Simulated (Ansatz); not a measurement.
# SnH3F (SMILES [F][SnH3]) at revPBE/def2-TZVP (core potential)

What is the vertical ionisation energy of SnH3F at revPBE/def2-TZVP (core potential)? 

The calculation is run with Ansatz 0.2.0.

28 further runs of the same task are left out: 28 set aside as unsound or not needed. Runs told in other sessions of the task aren't counted.

## 1. The molecule

SnH3F: 5 atoms, total charge 0, spin state singlet. As SMILES, `[F][SnH3]`. The coordinates come from a PBE0-D4/def2-TZVP relaxation.

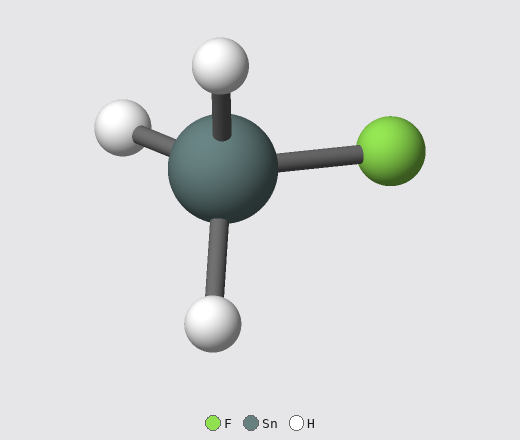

Viewed from a chosen angle; fluorine green, tin teal, hydrogen white.

## 2. A single-point energy at revPBE/def2-TZVP (core potential)

File run.yaml:

```yaml
crystal:
  periodic: [false, false, false]
  atoms:
    - {symbol: F, position_ang: [-1.285000, 0.718300, 1.005000]}
    - {symbol: Sn, position_ang: [0.100400, -0.065900, -0.079000]}
    - {symbol: H, position_ang: [-0.528400, -0.054800, -1.659100]}
    - {symbol: H, position_ang: [0.318900, -1.626500, 0.560600]}
    - {symbol: H, position_ang: [1.444100, 0.955200, 0.131000]}
basis:
  gaussian: {orbitals: def2-TZVP}
accuracy: high
hamiltonian: {xc: {name: revPBE}}
output: {orbitals: {seedname: orbitals}}
```

Started as:

```console
ansatz run run.yaml --threads 1 --pin off --max-ram 2610MiB --events-out events.jsonl --progress --plain --runs-dir runs
```

Output:

```text
Warning: RAYON_NUM_THREADS=1 ignored (pool sized by the plan → 1); use --threads N
Functional definition: revPBE
  name "revPBE"
  parameter kappa = 1.245
  parameter beta = 0.06672455060314922
  exchange = pbe_x(kappa = kappa, mu = beta*pi^2/3)
  correlation = pbe_c(beta = beta)
1858 factors; integrals over basis functions are off by at most 4.0e-9 eV
mean field evaluation 1: about -8596.0492 eV, gradient 4.3e1 eV
mean field evaluation 2: about -8573.8556 eV, gradient 1.3e2 eV
mean field evaluation 4: about -8598.9131 eV, gradient 4.8e0 eV
mean field evaluation 8: about -8598.9509 eV, gradient 6.7e-2 eV
mean field evaluation 16: about -8598.9510 eV, gradient 1.0e-6 eV
mean field -8598.95095181 eV, -316.0056189008 hartree, gradient 2.5e-8 eV, S^2 0.000000; 0 other end points of the search recorded, 0 dependent functions left out
reference -8598.95095735 eV, -316.0056191043 hartree; 17, 17 occupied and 82, 82 virtual orbitals, 1858 factors
Total energy: -8598.95095735 eV, -316.0056191043 hartree
```

Wall time 2.5 s (1 thread of AMD EPYC 9R45 (Zen 5), shared host); peak memory 0.24 GiB.

## 3. The doublet cation at the same level

File input.yaml:

```yaml
crystal:
  periodic: [false, false, false]
  atoms:
    - symbol: F
      position_ang: [-1.285000, 0.718300, 1.005000]
    - symbol: Sn
      position_ang: [0.100400, -0.065900, -0.079000]
    - symbol: H
      position_ang: [-0.528400, -0.054800, -1.659100]
    - symbol: H
      position_ang: [0.318900, -1.626500, 0.560600]
    - symbol: H
      position_ang: [1.444100, 0.955200, 0.131000]
basis:
  gaussian:
    orbitals: def2-TZVP
total_charge: 1
magnetization:
  spin_polarized: true
  initial_magnetization: 1
hamiltonian:
  xc: {name: revPBE}
accuracy: high
output: {orbitals: {seedname: orbitals}}
```

Started as:

```console
ansatz run input.yaml --threads 1 --pin off --max-ram 2610MiB --events-out events.jsonl --progress --plain --runs-dir runs
```

Output (excerpt; [...] marks lines left out):

```text
Warning: RAYON_NUM_THREADS=1 ignored (pool sized by the plan → 1); use --threads N
[... 2 set-up lines as earlier in the session ...]
[...]
1858 factors; integrals over basis functions are off by at most 4.0e-9 eV
[...]
mean field -8587.67278420 eV, -315.5911538858 hartree, gradient 2.6e-8 eV, S^2 0.755560; 12 other end points of the search recorded, 0 dependent functions left out
reference -8587.67278969 eV, -315.5911540875 hartree; 17, 16 occupied and 82, 83 virtual orbitals, 1858 factors
Total energy: -8587.67278969 eV, -315.5911540875 hartree
```

It took 13 s on 1 thread of AMD EPYC 9R45 (Zen 5), shared host; peak memory 0.31 GiB.

## 4. What came out

Level: revPBE/def2-TZVP (core potential).

```
                                          quantity          value
                       singlet SnH3F: total energy  -316.00562 Eh
                        singlet SnH3F: HOMO energy       -7.84 eV
                        singlet SnH3F: LUMO energy       -1.50 eV
                      singlet SnH3F: HOMO–LUMO gap        6.33 eV
                      doublet cation: total energy  -315.59115 Eh
doublet cation: HOMO energy (highest over α and β)      -14.52 eV
                              doublet cation: ⟨S²⟩          0.756
vertical ionisation energy (to the doublet cation)      11.278 eV
```

Removing an electron at fixed nuclei costs 11.28 eV (260 kcal/mol). The negative HOMO energy of the first species, 7.84 eV, lies 3.44 eV below that difference.
